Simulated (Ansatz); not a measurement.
## C₂H₇FOSSi: nudged elastic band (part 1 of 2)

System: C₂H₇FOSSi.
Method: RKS BHLYP/6-31G* (Ansatz 0.2.0).

It belongs to a series of runs on one base structure; here: band between the two ends. Figures and captions count atoms from 1; the log counts them from 0 in places.

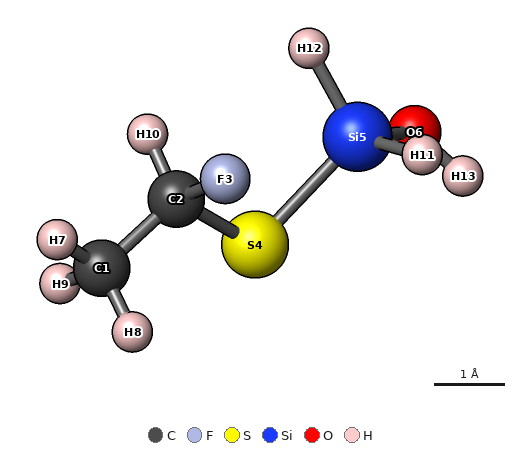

**Figure 1.** The starting structure (ball-and-stick view, seen at a tilt; atoms are numbered from 1 in the order of the input).

Input file:
```yaml
crystal:
  periodic: [false, false, false]
  atoms:
    - { symbol: C, position_ang: [-0.351752, -2.385363, 0.025931] }
    - { symbol: C, position_ang: [0.268215, -1.013591, -0.000203] }
    - { symbol: F, position_ang: [0.768433, -0.773804, -1.263626] }
    - { symbol: S, position_ang: [-0.956577, 0.268286, 0.423606] }
    - { symbol: Si, position_ang: [0.24414, 1.983982, -0.060867] }
    - { symbol: O, position_ang: [-0.29458, 3.284443, 0.790239] }
    - { symbol: H, position_ang: [0.397668, -3.119654, -0.25627] }
    - { symbol: H, position_ang: [-1.176011, -2.437269, -0.678011] }
    - { symbol: H, position_ang: [-0.719414, -2.622463, 1.01922] }
    - { symbol: H, position_ang: [1.106493, -0.937889, 0.683358] }
    - { symbol: H, position_ang: [0.177799, 2.26426, -1.50523] }
    - { symbol: H, position_ang: [1.621513, 1.706484, 0.368398] }
    - { symbol: H, position_ang: [-1.065527, 3.747778, 0.468154] }
basis:
  gaussian: { orbitals: "6-31G*" }
hamiltonian:
  xc: { name: BHLYP }
neb:
  order_check: false
  images: 7
  f_tol: 0.05
  max_iterations: 43
  final_atoms:
    - { symbol: C, position_ang: [-0.15394662, -2.36461964, 0.1670167] }
    - { symbol: C, position_ang: [0.32819829, -1.01689682, -0.29499589] }
    - { symbol: F, position_ang: [0.47276682, -1.02497445, -1.65340529] }
    - { symbol: S, position_ang: [-0.86276142, 0.34501329, 0.02154935] }
    - { symbol: Si, position_ang: [0.92739376, 2.4318531, -0.2246391] }
    - { symbol: O, position_ang: [0.07367494, 3.4527201, 0.79235738] }
    - { symbol: H, position_ang: [0.57780116, -3.1155194, -0.11971937] }
    - { symbol: H, position_ang: [-1.10565151, -2.60522979, -0.29502442] }
    - { symbol: H, position_ang: [-0.26740442, -2.3887509, 1.24680127] }
    - { symbol: H, position_ang: [1.2794201, -0.73651244, 0.14322129] }
    - { symbol: H, position_ang: [0.20340476, 2.74685792, -1.53273161] }
    - { symbol: H, position_ang: [-0.79236524, 0.30945608, 1.35460122] }
    - { symbol: H, position_ang: [-0.66013061, 3.93180294, 0.40966746] }
  initial_path:
    images:
      - { positions_ang: [[-0.351752, -2.385363, 0.025931], [0.268215, -1.013591, -0.000203], [0.768433, -0.773804, -1.263626], [-0.956577, 0.268286, 0.423606], [0.24414, 1.983982, -0.060867], [-0.29458, 3.284443, 0.790239], [0.397668, -3.119654, -0.25627], [-1.176011, -2.437269, -0.678011], [-0.719414, -2.622463, 1.01922], [1.106493, -0.937889, 0.683358], [0.177799, 2.26426, -1.50523], [1.621513, 1.706484, 0.368398], [-1.065527, 3.747778, 0.468154]] }
      - { positions_ang: [[-0.33887574, -2.36970005, 0.04492355], [0.28881634, -1.00225434, -0.05005433], [0.70313808, -0.7991079, -1.33597052], [-0.86154557, 0.31066272, 0.4052966], [0.31993099, 2.0057745, -0.11245771], [-0.25531958, 3.3195448, 0.70695748], [0.37043007, -3.11724585, -0.2585548], [-1.19939957, -2.40963015, -0.61923526], [-0.66669931, -2.56710531, 1.06651208], [1.16549278, -0.94067368, 0.58898305], [0.26001927, 2.25569733, -1.55329788], [1.30809092, 1.64316545, 0.5920427], [-1.07367867, 3.63607249, 0.53955404]] }
      - { positions_ang: [[-0.32599949, -2.3540371, 0.0639161], [0.30941768, -0.99091768, -0.09990566], [0.63784316, -0.82441181, -1.40831505], [-0.76651414, 0.35303943, 0.38698719], [0.39572197, 2.027567, -0.16404842], [-0.21605915, 3.3546466, 0.62367596], [0.34319214, -3.1148377, -0.2608396], [-1.22278815, -2.3819913, -0.56045952], [-0.61398463, -2.51174762, 1.11380416], [1.22449255, -0.94345835, 0.4946081], [0.34223955, 2.24713465, -1.60136576], [0.99466885, 1.5798469, 0.8156874], [-1.08183033, 3.52436697, 0.61095409]] }
      - { positions_ang: [[-0.31312323, -2.33837414, 0.08290866], [0.33001901, -0.97958102, -0.149757], [0.57254824, -0.84971571, -1.48065957], [-0.67148272, 0.39541615, 0.36867779], [0.47151296, 2.04935949, -0.21563913], [-0.17679873, 3.3897484, 0.54039445], [0.31595421, -3.11242954, -0.2631244], [-1.24617672, -2.35435244, -0.50168378], [-0.56126994, -2.45638993, 1.16109624], [1.28349233, -0.94624303, 0.40023315], [0.42445982, 2.23857198, -1.64943363], [0.68124677, 1.51652834, 1.0393321], [-1.089982, 3.41266146, 0.68235413]] }
      - { positions_ang: [[-0.30024698, -2.32271119, 0.10190121], [0.35062035, -0.96824436, -0.19960833], [0.50725332, -0.87501961, -1.5530041], [-0.57645129, 0.43779287, 0.35036839], [0.54730394, 2.07115199, -0.26722984], [-0.13753831, 3.4248502, 0.45711293], [0.28871628, -3.11002139, -0.2654092], [-1.2695653, -2.32671359, -0.44290804], [-0.50855525, -2.40103225, 1.20838832], [1.3424921, -0.9490277, 0.3058582], [0.5066801, 2.23000931, -1.69750151], [0.36782469, 1.45320979, 1.2629768], [-1.09813367, 3.30095594, 0.75375417]] }
      - { positions_ang: [[-0.26367189, -2.3331883, 0.11818008], [0.34501484, -0.98040747, -0.22345522], [0.4986317, -0.91250832, -1.57810439], [-0.64802882, 0.41459797, 0.26816363], [0.6423264, 2.16132727, -0.25658216], [-0.084735, 3.43181767, 0.54092404], [0.3609875, -3.11139589, -0.22898674], [-1.22858685, -2.39634264, -0.40593713], [-0.44826755, -2.39796191, 1.21799156], [1.3267241, -0.89589889, 0.26519897], [0.43086126, 2.35922146, -1.65630904], [0.07777721, 1.16727136, 1.2858829], [-0.9886329, 3.45866769, 0.6677325]] }
      - { positions_ang: [[-0.2270968, -2.34366541, 0.13445895], [0.33940932, -0.99257059, -0.24730211], [0.49001007, -0.94999703, -1.60320469], [-0.71960635, 0.39140308, 0.18595887], [0.73734885, 2.25150255, -0.24593447], [-0.03193169, 3.43878515, 0.62473516], [0.43325872, -3.1127704, -0.19256429], [-1.1876084, -2.46597169, -0.36896623], [-0.38797984, -2.39489157, 1.22759479], [1.3109561, -0.84277007, 0.22453974], [0.35504243, 2.48843361, -1.61511656], [-0.21227027, 0.88133294, 1.30878901], [-0.87913214, 3.61637944, 0.58171082]] }
      - { positions_ang: [[-0.19052171, -2.35414253, 0.15073783], [0.3338038, -1.0047337, -0.271149], [0.48138844, -0.98748574, -1.62830499], [-0.79118389, 0.36820818, 0.10375411], [0.83237131, 2.34167783, -0.23528679], [0.02087163, 3.44575262, 0.70854627], [0.50552994, -3.1141449, -0.15614183], [-1.14662996, -2.53560074, -0.33199532], [-0.32769213, -2.39182124, 1.23719803], [1.2951881, -0.78964126, 0.18388052], [0.27922359, 2.61764577, -1.57392409], [-0.50231775, 0.59539451, 1.33169512], [-0.76963138, 3.77409119, 0.49568914]] }
      - { positions_ang: [[-0.15394662, -2.36461964, 0.1670167], [0.32819829, -1.01689682, -0.29499589], [0.47276682, -1.02497445, -1.65340529], [-0.86276142, 0.34501329, 0.02154935], [0.92739376, 2.4318531, -0.2246391], [0.07367494, 3.4527201, 0.79235738], [0.57780116, -3.1155194, -0.11971937], [-1.10565151, -2.60522979, -0.29502442], [-0.26740442, -2.3887509, 1.24680127], [1.2794201, -0.73651244, 0.14322129], [0.20340476, 2.74685792, -1.53273161], [-0.79236524, 0.30945608, 1.35460122], [-0.66013061, 3.93180294, 0.40966746]] }
```

Machine: 2 threads of Arm Neoverse N1, 24 GiB of memory available, shared host.

Run as:
```bash
ansatz run input.yaml --threads 2 --pin off --max-ram 3072MiB --backend cpu --events-out ev --progress --plain --runs-dir out
```

What the program printed:
```
Engine: ansatz 0.2.0, aarch64-unknown-linux-gnu
Functional definition: BHLYP
  parameter a = 0.5
  exchange = (1 - a)*b88_x + a*exact_x
  correlation = lyp_c
1189 factors; integrals over basis functions are off by at most 7.0e-4 eV
mean field evaluation 1: about -25657.4349 eV, gradient 5.0e1 eV
mean field evaluation 2: about -25657.1785 eV, gradient 5.3e1 eV
mean field evaluation 4: about -25662.0178 eV, gradient 1.6e0 eV
mean field evaluation 8: about -25662.0898 eV, gradient 8.3e-2 eV
mean field evaluation 16: about -25662.0898 eV, gradient 4.8e-5 eV
mean field -25662.08981358 eV, -943.0644062598 hartree, gradient 4.8e-5 eV, S^2 0.000000; 0 other end points of the search recorded, 0 dependent functions left out
the calculation of the forces begins
reference -25662.08998125 eV, -943.0644124217 hartree; 33, 33 occupied and 79, 79 virtual orbitals, 1189 factors
1189 factors; integrals over basis functions are off by at most 7.4e-4 eV
mean field evaluation 32: about -25659.7289 eV, gradient 2.4e-4 eV
mean field -25659.72894953 eV, -942.9776461063 hartree, gradient 5.4e-5 eV, S^2 0.000000; 0 other end points of the search recorded, 0 dependent functions left out
[... from here on the field's lines of each further geometry are left out, up to the last ...]
NEB iter   1: max|band force component| = 6.853e0 eV/Å  barrier→ = 5.3625 eV  barrier← = 3.0016 eV  Δτ_max = 0.2000 Å  (254 SCF iters)
NEB iter   2: max|band force component| = 2.469e0 eV/Å  barrier→ = 4.0947 eV  barrier← = 1.7338 eV  Δτ_max = 0.1983 Å  (211 SCF iters)
NEB iter   3: max|band force component| = 1.335e0 eV/Å  barrier→ = 3.5280 eV  barrier← = 1.1672 eV  Δτ_max = 0.1923 Å  (214 SCF iters)
NEB iter   4: max|band force component| = 1.010e0 eV/Å  barrier→ = 3.2001 eV  barrier← = 0.8392 eV  Δτ_max = 0.1984 Å  (215 SCF iters)
NEB iter   5: max|band force component| = 6.110e-1 eV/Å  barrier→ = 3.1871 eV  barrier← = 0.8262 eV  Δτ_max = 0.1937 Å  (213 SCF iters)
NEB iter   6: max|band force component| = 1.029e0 eV/Å  barrier→ = 3.2458 eV  barrier← = 0.8850 eV  CI = image 4  Δτ_max = 0.1987 Å  (216 SCF iters)
NEB iter   7: max|band force component| = 6.364e-1 eV/Å  barrier→ = 3.2999 eV  barrier← = 0.9391 eV  CI = image 4  Δτ_max = 0.2000 Å  (214 SCF iters)
NEB iter   8: max|band force component| = 1.012e0 eV/Å  barrier→ = 3.2343 eV  barrier← = 0.8735 eV  CI = image 4  Δτ_max = 0.1005 Å  (215 SCF iters)
NEB iter   9: max|band force component| = 2.910e-1 eV/Å  barrier→ = 3.2070 eV  barrier← = 0.8461 eV  CI = image 4  Δτ_max = 0.1015 Å  (217 SCF iters)
NEB iter  10: max|band force component| = 2.003e-1 eV/Å  barrier→ = 3.1984 eV  barrier← = 0.8375 eV  CI = image 4  Δτ_max = 0.1495 Å  (213 SCF iters)
NEB iter  11: max|band force component| = 1.807e-1 eV/Å  barrier→ = 3.1962 eV  barrier← = 0.8353 eV  CI = image 4  Δτ_max = 0.2000 Å  (220 SCF iters)
NEB iter  12: max|band force component| = 1.109e0 eV/Å  barrier→ = 3.1956 eV  barrier← = 0.8347 eV  CI = image 4  Δτ_max = 0.1013 Å  (215 SCF iters)
NEB iter  13: max|band force component| = 2.700e-1 eV/Å  barrier→ = 3.1953 eV  barrier← = 0.8344 eV  CI = image 4  Δτ_max = 0.2000 Å  (200 SCF iters)
NEB iter  14: max|band force component| = 7.511e-1 eV/Å  barrier→ = 3.1952 eV  barrier← = 0.8343 eV  CI = image 4  Δτ_max = 0.0971 Å  (212 SCF iters)
NEB iter  15: max|band force component| = 1.283e-1 eV/Å  barrier→ = 3.1951 eV  barrier← = 0.8342 eV  CI = image 4  Δτ_max = 0.1073 Å  (210 SCF iters)
NEB iter  16: max|band force component| = 1.337e-1 eV/Å  barrier→ = 3.1950 eV  barrier← = 0.8341 eV  CI = image 4  Δτ_max = 0.0541 Å  (202 SCF iters)
NEB iter  17: max|band force component| = 9.040e-2 eV/Å  barrier→ = 3.1950 eV  barrier← = 0.8341 eV  CI = image 4  Δτ_max = 0.0540 Å  (199 SCF iters)
NEB iter  18: max|band force component| = 1.394e-1 eV/Å  barrier→ = 3.1949 eV  barrier← = 0.8341 eV  CI = image 4  Δτ_max = 0.0270 Å  (204 SCF iters)
NEB iter  19: max|band force component| = 6.541e-2 eV/Å  barrier→ = 3.1949 eV  barrier← = 0.8341 eV  CI = image 4  Δτ_max = 0.0540 Å  (181 SCF iters)
NEB iter  20: max|band force component| = 2.841e-1 eV/Å  barrier→ = 3.1949 eV  barrier← = 0.8341 eV  CI = image 4  Δτ_max = 0.0270 Å  (196 SCF iters)
NEB iter  21: max|band force component| = 6.242e-2 eV/Å  barrier→ = 3.1949 eV  barrier← = 0.8341 eV  CI = image 4  Δτ_max = 0.0540 Å  (184 SCF iters)
the calculation of the forces begins
reference -25659.72139326 eV, -942.9773684185 hartree; 33, 33 occupied and 79, 79 virtual orbitals, 1189 factors
1189 factors; integrals over basis functions are off by at most 7.4e-4 eV
mean field -25658.89489430 eV, -942.9469951418 hartree, gradient 4.6e-5 eV, S^2 0.000000; 1 other end points of the search recorded, 0 dependent functions left out
the calculation of the forces begins
reference -25658.89506156 eV, -942.9470012885 hartree; 33, 33 occupied and 79, 79 virtual orbitals, 1189 factors
NEB iter  22: max|band force component| = 4.893e-2 eV/Å  barrier→ = 3.1949 eV  barrier← = 0.8341 eV  CI = image 4  Δτ_max = 0.0000 Å  (384 SCF iters)
```
